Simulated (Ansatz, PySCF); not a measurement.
Dissociation curve of Li2, singlet.

- UKS-CAM-B3LYP = unrestricted CAM-B3LYP/cc-pVDZ (Ansatz, a program for electronic structure)
- UHF/LANL2DZ = unrestricted Hartree-Fock/LANL2DZ run with PySCF 2.14.0
- RHF/STO-3G = PySCF 2.14.0 with restricted Hartree-Fock/STO-3G

Energies are in kJ/mol, each relative to the lowest point of its own curve near equilibrium.

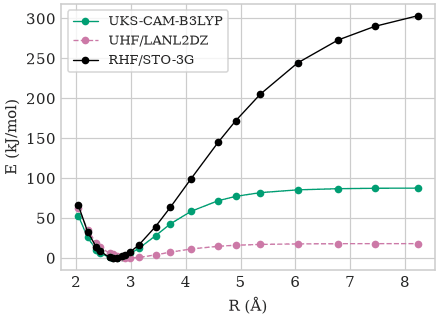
Figure: Energy against bond length for each method.

```csv
R / Å,UKS-CAM-B3LYP,UHF/LANL2DZ,RHF/STO-3G
2.04,53.0,62.8,66.0
2.21,25.6,35.2,32.8
2.37,10.2,18.3,13.4
2.43,6.5,13.9,8.6
2.61,0.5,5.7,0.7
2.67,0.0,4.3,0.0
2.74,0.1,2.5,0.1
2.84,1.5,0.8,1.9
2.89,2.7,0.4,3.4
2.99,5.7,0.0,7.5
3.15,12.2,0.6,16.6
3.45,27.8,3.8,39.3
3.72,42.6,7.2,63.4
4.10,58.4,11.2,99.4
4.59,71.6,14.6,144.7
4.91,77.0,15.8,171.7
5.36,81.8,16.9,205.1
6.04,85.2,17.6,244.2
6.78,86.7,17.8,273.0
7.45,87.2,17.8,290.1
8.23,87.5,17.9,303.3
```

At the longest distance, 8.23 Å, RHF/STO-3G lies highest above its minimum (303.3 kJ/mol) and UHF/LANL2DZ lowest (17.9 kJ/mol).

The unrestricted determinant behind UKS-CAM-B3LYP is spin-contaminated at 3.72 to 8.23 Å (<S²> up to 1.0, against 0.00 for a pure singlet). The unrestricted determinant behind UHF/LANL2DZ is spin-contaminated at 2.04 to 8.23 Å (<S²> up to 1.0, against 0.00 for a pure singlet). The restricted form behind RHF/STO-3G keeps the bonding electrons paired and can't separate into open-shell fragments.
